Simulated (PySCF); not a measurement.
**I²²⁺, Xe²³⁺: ionisation energies with spin-orbit coupling**

Wanted: the ionisation energy of these ions, up a ladder of methods.

Method: two-component X2C-1e, generalised determinants. Code: PySCF 2.14.0.

## 1. What is computed

```
Elements                                  : iodine (Z = 53), xenon (Z = 54)
Basis                                     : one for each species, given in its step
Hamiltonian                               : two-component X2C-1e, Gaussian nucleus, no Breit or QED terms; spin-orbit coupling, run by run: off; screened by Boettger's factors
Core shells frozen in the correlated runs : [Ne] (for I²²⁺)
State 1                                   : I²²⁺: [Ar] 3d10 4s2 4p1; 4p1/2 filled at m_j = +1/2
State 2                                   : Xe²³⁺: [Ar] 3d10 4s2 4p1; 4p1/2 filled at m_j = +1/2
Needed too, but not shown                 : I²³⁺ [Ar] 3d10 4s2 (1S), Xe²⁴⁺ [Ar] 3d10 4s2 (1S)
Methods                                   : GHF, GMP2
```

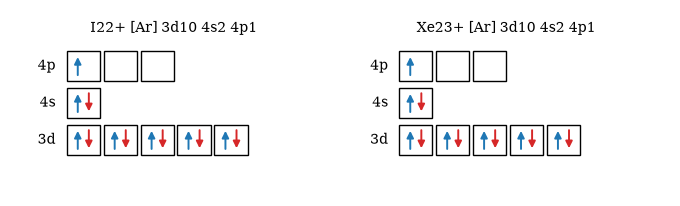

The shells outside the core, filled by Hund's rule for the drawing.

All steps ran in one process of a driver on top of PySCF, which takes the settings above as its task.

The integrals over 124 functions and the set-up took 1.2 s of CPU time.

## 2. I²²⁺

Basis: an uncontracted even-tempered set (17 s from 1.5 bohr⁻², ratio 2.8; 13 p from 2 bohr⁻², ratio 2.8; 8 d from 3.5 bohr⁻², ratio 2.8; 4 f from 9.6 bohr⁻², ratio 3).

GHF (spin-free):

The program printed:

```text
cycle= 1 E= -6896.0645599324  delta_E= -6.9e+03  |FDS-SDF|= 0.0251
cycle= 2 E= -6896.0737904855  delta_E= -0.00923  |FDS-SDF|= 0.00473
cycle= 3 E= -6896.0741822268  delta_E= -0.000392  |FDS-SDF|= 0.00112
cycle= 4 E= -6896.0742232914  delta_E= -4.11e-05  |FDS-SDF|= 0.000499
cycle= 5 E= -6896.0742659692  delta_E= -4.27e-05  |FDS-SDF|= 0.000477
cycle= 6 E= -6896.0743942507  delta_E= -0.000128  |FDS-SDF|= 0.000462
cycle= 7 E= -6896.0756752547  delta_E= -0.00128  |FDS-SDF|= 0.00398
cycle= 8 E= -6896.0756037169  delta_E= 7.15e-05  |FDS-SDF|= 0.00484
cycle= 9 E= -6896.0755162864  delta_E= 8.74e-05  |FDS-SDF|= 0.00561
cycle= 10 E= -6896.0757337872  delta_E= -0.000218  |FDS-SDF|= 0.00362
cycle= 11 E= -6896.0758952132  delta_E= -0.000161  |FDS-SDF|= 0.000184
cycle= 12 E= -6896.0758956496  delta_E= -4.36e-07  |FDS-SDF|= 1.33e-06
cycle= 13 E= -6896.0758956496  delta_E= 3.27e-11  |FDS-SDF|= 6.88e-06
```

It used 11 s of CPU time after the integrals (shared host).

Occupied spinors (without spin-orbit coupling the j labels only name the start):

| spinor shell | electrons | mean energy (eV) | weight of the nominal j | rms radius (bohr) |
| --- | --- | --- | --- | --- |
| 1s1/2 | 2 | -34002.9 | 1.000 | 0.0311 |
| 2s1/2 | 2 | -5904.9 | 1.000 | 0.127 |
| 2p1/2 | 2 | -5362.2 | 0.731 | 0.113 |
| 2p3/2 | 4 | -5361.1 | 0.866 | 0.113 |
| 3s1/2 | 2 | -1721.7 | 1.000 | 0.330 |
| 3p1/2 | 2 | -1541.2 | 0.741 | 0.330 |
| 3p3/2 | 4 | -1539.3 | 0.871 | 0.330 |
| 3d3/2 | 4 | -1275.1 | 0.789 | 0.306 |
| 3d5/2 | 6 | -1274.4 | 0.859 | 0.306 |
| 4s1/2 | 2 | -728.05 | 0.999 | 0.715 |
| 4p1/2 | 1 | -670.77 | 0.887 | 0.744 |

M_J = 1/2, ⟨J²⟩ = 1.092, ⟨L²⟩ = 2.010, ⟨S²⟩ = 0.753.

GMP2 (spin-free):

This step left no log, only its results.

It used 2.7 s of CPU time after the integrals (shared host).

With 21 electrons correlated and 74 very high virtual spinors dropped, the MP2 correlation energy is -0.82827 hartree. Largest pairs: 3d3/2-3d5/2 -0.1951, 3d5/2-3d5/2 -0.1250, 3d5/2-3p3/2 -0.0620, 3d3/2-3d3/2 -0.0504, 3d3/2-3p3/2 -0.0451.

GHF (screened spin-orbit):

The program printed:

```text
cycle= 1 E= -6898.5594664751  delta_E= -6.9e+03  |FDS-SDF|= 0.119
cycle= 2 E= -6898.5722486297  delta_E= -0.0128  |FDS-SDF|= 0.00561
cycle= 3 E= -6898.5726607132  delta_E= -0.000412  |FDS-SDF|= 0.000852
cycle= 4 E= -6898.5726898920  delta_E= -2.92e-05  |FDS-SDF|= 0.000254
cycle= 5 E= -6898.5726955473  delta_E= -5.66e-06  |FDS-SDF|= 0.000153
cycle= 6 E= -6898.5726989654  delta_E= -3.42e-06  |FDS-SDF|= 4.26e-05
cycle= 7 E= -6898.5726992345  delta_E= -2.69e-07  |FDS-SDF|= 7.78e-07
cycle= 8 E= -6898.5726992345  delta_E= -7.28e-12  |FDS-SDF|= 3.55e-08
```

It used 7.4 s of CPU time after the integrals (shared host).

The outer occupied spinors:

| spinor shell | electrons | mean energy (eV) | weight of the nominal j | rms radius (bohr) |
| --- | --- | --- | --- | --- |
| 2p3/2 | 4 | -5266.6 | 1.000 | 0.115 |
| 3s1/2 | 2 | -1720.9 | 1.000 | 0.330 |
| 3p1/2 | 2 | -1581.8 | 1.000 | 0.322 |
| 3p3/2 | 4 | -1520.1 | 1.000 | 0.334 |
| 3d3/2 | 4 | -1281.7 | 1.000 | 0.304 |
| 3d5/2 | 6 | -1268.7 | 1.000 | 0.307 |
| 4s1/2 | 2 | -727.70 | 0.999 | 0.715 |
| 4p1/2 | 1 | -681.80 | 1.000 | 0.731 |

M_J = 1/2, ⟨J²⟩ = 0.753, ⟨L²⟩ = 2.021, ⟨S²⟩ = 0.766.

GMP2 (screened spin-orbit):

The driver printed no log here.

CPU time 1.4 s on a shared host, the integrals not counted.

With 21 electrons correlated and 74 very high virtual spinors dropped, the MP2 correlation energy is -0.82962 hartree. Largest pairs: 3d3/2-3d5/2 -0.1846, 3d5/2-3d5/2 -0.1304, 3d5/2-3p3/2 -0.0641, 3d3/2-3d3/2 -0.0556, 3d5/2-4s1/2 -0.0438.

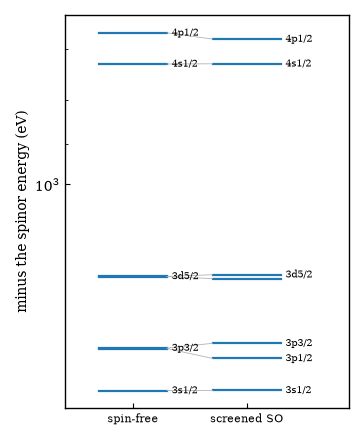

The highest 7 spinor levels of I²²⁺ on a logarithmic scale, without and with spin-orbit coupling.

## 3. Xe²³⁺, method by method

Basis: an even-tempered Gaussian basis (17 s from 1.7 bohr⁻², ratio 2.8; 13 p from 2.2 bohr⁻², ratio 2.8; 8 d from 3.8 bohr⁻², ratio 2.8; 4 f from 10 bohr⁻², ratio 3).

GHF (spin-free):

The program printed:

```text
cycle= 1 E= -7200.9465639312  delta_E= -7.2e+03  |FDS-SDF|= 0.0255
cycle= 2 E= -7200.9557179565  delta_E= -0.00915  |FDS-SDF|= 0.00466
cycle= 3 E= -7200.9560974810  delta_E= -0.00038  |FDS-SDF|= 0.00108
cycle= 4 E= -7200.9561382236  delta_E= -4.07e-05  |FDS-SDF|= 0.000492
cycle= 5 E= -7200.9561803051  delta_E= -4.21e-05  |FDS-SDF|= 0.000471
cycle= 6 E= -7200.9563126518  delta_E= -0.000132  |FDS-SDF|= 0.000456
cycle= 7 E= -7200.9576063198  delta_E= -0.00129  |FDS-SDF|= 0.00401
cycle= 8 E= -7200.9575256559  delta_E= 8.07e-05  |FDS-SDF|= 0.005
cycle= 9 E= -7200.9574151255  delta_E= 0.000111  |FDS-SDF|= 0.00597
cycle= 10 E= -7200.9575978204  delta_E= -0.000183  |FDS-SDF|= 0.0044
cycle= 11 E= -7200.9578242547  delta_E= -0.000226  |FDS-SDF|= 1e-05
cycle= 12 E= -7200.9578242979  delta_E= -4.32e-08  |FDS-SDF|= 9.24e-06
cycle= 13 E= -7200.9578242987  delta_E= -8.42e-10  |FDS-SDF|= 9.94e-06
```

It used 11 s of CPU time after the integrals (shared host).

Occupied spinors (without spin-orbit coupling the j labels only name the start):

| spinor shell | electrons | mean energy (eV) | weight of the nominal j | rms radius (bohr) |
| --- | --- | --- | --- | --- |
| 1s1/2 | 2 | -35444.7 | 1.000 | 0.0305 |
| 2s1/2 | 2 | -6208.2 | 1.000 | 0.124 |
| 2p1/2 | 2 | -5638.3 | 0.731 | 0.111 |
| 2p3/2 | 4 | -5637.0 | 0.865 | 0.111 |
| 3s1/2 | 2 | -1832.8 | 1.000 | 0.322 |
| 3p1/2 | 2 | -1643.7 | 0.741 | 0.322 |
| 3p3/2 | 4 | -1641.7 | 0.871 | 0.322 |
| 3d3/2 | 4 | -1368.1 | 0.789 | 0.297 |
| 3d5/2 | 6 | -1367.4 | 0.859 | 0.297 |
| 4s1/2 | 2 | -781.72 | 0.999 | 0.700 |
| 4p1/2 | 1 | -722.06 | 0.887 | 0.722 |

M_J = 1/2, ⟨J²⟩ = 1.092, ⟨L²⟩ = 2.009, ⟨S²⟩ = 0.753.

GMP2 (spin-free):

The driver printed no log here.

CPU time 2.7 s on a shared host, the integrals not counted.

With 21 electrons correlated and 74 very high virtual spinors dropped, the MP2 correlation energy is -0.82971 hartree. Largest pairs: 3d3/2-3d5/2 -0.1952, 3d5/2-3d5/2 -0.1251, 3d5/2-3p3/2 -0.0620, 3d3/2-3d3/2 -0.0504, 3d3/2-3p3/2 -0.0450.

GHF (screened spin-orbit):

The program printed:

```text
cycle= 1 E= -7203.7540193270  delta_E= -7.2e+03  |FDS-SDF|= 0.127
cycle= 2 E= -7203.7669707127  delta_E= -0.013  |FDS-SDF|= 0.00563
cycle= 3 E= -7203.7673715686  delta_E= -0.000401  |FDS-SDF|= 0.000821
cycle= 4 E= -7203.7673989468  delta_E= -2.74e-05  |FDS-SDF|= 0.000235
cycle= 5 E= -7203.7674040465  delta_E= -5.1e-06  |FDS-SDF|= 0.000134
cycle= 6 E= -7203.7674065475  delta_E= -2.5e-06  |FDS-SDF|= 3.47e-05
cycle= 7 E= -7203.7674067075  delta_E= -1.6e-07  |FDS-SDF|= 6.25e-07
cycle= 8 E= -7203.7674067076  delta_E= -8.19e-12  |FDS-SDF|= 2.91e-08
```

It used 7.3 s of CPU time after the integrals (shared host).

The outer occupied spinors:

| spinor shell | electrons | mean energy (eV) | weight of the nominal j | rms radius (bohr) |
| --- | --- | --- | --- | --- |
| 2p3/2 | 4 | -5534.7 | 1.000 | 0.112 |
| 3s1/2 | 2 | -1831.8 | 1.000 | 0.322 |
| 3p1/2 | 2 | -1688.4 | 1.000 | 0.314 |
| 3p3/2 | 4 | -1620.7 | 1.000 | 0.326 |
| 3d3/2 | 4 | -1375.5 | 1.000 | 0.296 |
| 3d5/2 | 6 | -1361.2 | 1.000 | 0.299 |
| 4s1/2 | 2 | -781.34 | 0.999 | 0.700 |
| 4p1/2 | 1 | -734.33 | 1.000 | 0.709 |

M_J = 1/2, ⟨J²⟩ = 0.753, ⟨L²⟩ = 2.022, ⟨S²⟩ = 0.767.

GMP2 (screened spin-orbit):

The driver printed no log here.

CPU time 1.4 s on a shared host, the integrals not counted.

With 21 electrons correlated and 74 very high virtual spinors dropped, the MP2 correlation energy is -0.83104 hartree. Largest pairs: 3d3/2-3d5/2 -0.1847, 3d5/2-3d5/2 -0.1305, 3d5/2-3p3/2 -0.0640, 3d3/2-3d3/2 -0.0556, 3d5/2-4s1/2 -0.0438.

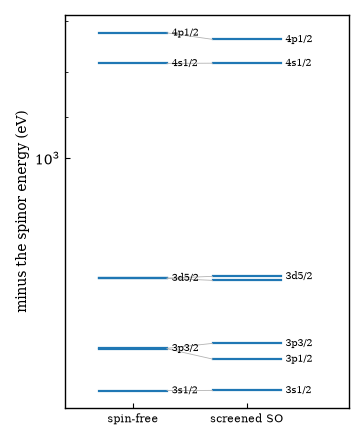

The highest 7 spinor levels of Xe²³⁺ on a logarithmic scale, without and with spin-orbit coupling.

## 4. Differences of total energies

Ionisation energy: I²²⁺ [Ar] 3d10 4s2 4p1 [4p1/2^1, M_J = 1/2] → I²³⁺ [Ar] 3d10 4s2.

| method | value (eV) | less the reference (eV) |
| --- | --- | --- |
| GHF (spin-free) | 670.24 | -12.76 |
| GMP2 (spin-free) | 670.97 | -12.03 |
| GHF (screened spin-orbit) | 681.29 | -1.71 |
| GMP2 (screened spin-orbit) | 682.04 | -0.96 |

Reference: 683 ± 4 eV (theoretical estimate listed by NIST; NIST Atomic Spectra Database, ionization energies). For this ion Breit and QED terms and the two-electron picture change, all absent here, are large against electron correlation. The spin-free rows have the spin-orbit operator switched off.

Ionisation energy: Xe²³⁺ [Ar] 3d10 4s2 4p1 [4p1/2^1, M_J = 1/2] → Xe²⁴⁺ [Ar] 3d10 4s2.

| method | value (eV) | less the reference (eV) |
| --- | --- | --- |
| GHF (spin-free) | 721.54 | -14.46 |
| GMP2 (spin-free) | 722.28 | -13.72 |
| GHF (screened spin-orbit) | 733.82 | -2.18 |
| GMP2 (screened spin-orbit) | 734.59 | -1.41 |

Reference: 736 ± 4 eV (theoretical estimate listed by NIST; NIST Atomic Spectra Database, ionization energies). For this ion Breit and QED terms and the two-electron picture change, all absent here, are large against electron correlation. The spin-free rows have the spin-orbit operator switched off.

The differences also use runs on I²³⁺ [Ar] 3d10 4s2 (1S), Xe²⁴⁺ [Ar] 3d10 4s2 (1S), which are not shown here.

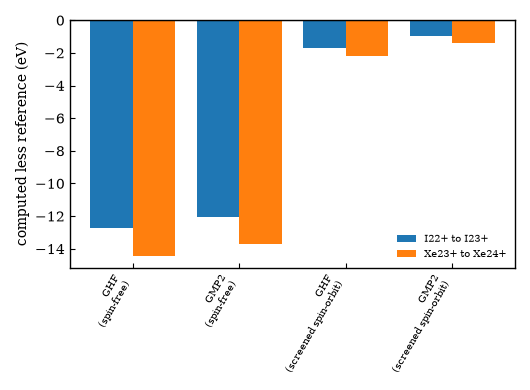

Computed less reference values by method, where the reference is not like for like or is itself uncertain.

## 5. Results

| quantity | value |
| --- | --- |
| ionisation energy, I²²⁺ | GHF (spin-free) 670.24, GMP2 (screened spin-orbit) 682.04 eV; reference 683 ± 4 |
| ionisation energy, Xe²³⁺ | GHF (spin-free) 721.54, GMP2 (screened spin-orbit) 734.59 eV; reference 736 ± 4 |

For the first difference the methods span 11.797 eV, from GHF (spin-free) (670.24) to GMP2 (screened spin-orbit) (682.04). The reference is uncertain or not like for like (spin-orbit coupling or other relativistic terms), so no ranking of close methods is drawn. Spin-orbit coupling moves the first difference by +11.065 eV at GMP2. The basis is finite, and no extrapolation was made.
